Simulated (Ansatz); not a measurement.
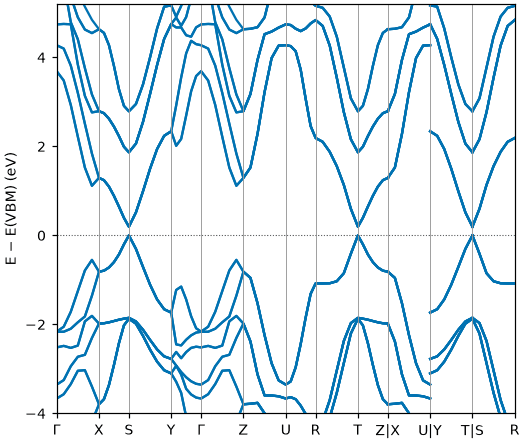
*Band structure from r²SCAN with spin–orbit coupling in the plane-wave PAW code Ansatz*

Question: Read off the gap and where the band edges lie.

Answer: About 0.2 eV (0.20 eV by a search for the band edges); maximum at T, minimum at S.

The material is PbS (rock salt, space group No. 225).

Space group Fm-3m (rock salt). The r²SCAN relaxation kept the symmetry of its start.

Potentials: the later of the program's two PAW sets.
